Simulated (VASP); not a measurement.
Band structure of Ba (bcc). These are vdW-DF-cx, VASP's PBE PAW potentials (set 64) (plane waves; VASP) values and carry that method's errors.

Unless said otherwise, spin-orbit coupling is left out, though it shifts the bands of the heavy elements here.

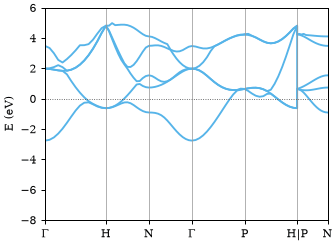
Bands along high-symmetry lines, zero at the valence-band maximum or, without a gap, the Fermi level

Problem. Read the plot: is there a gap, and where are the band edges?

Solution. It has no gap at this level: it comes out as a metal or semimetal. (Edges off the drawn lines would not show.)

The compound is Ba in the bcc structure. It was relaxed first, which changed the volume by -8 %.
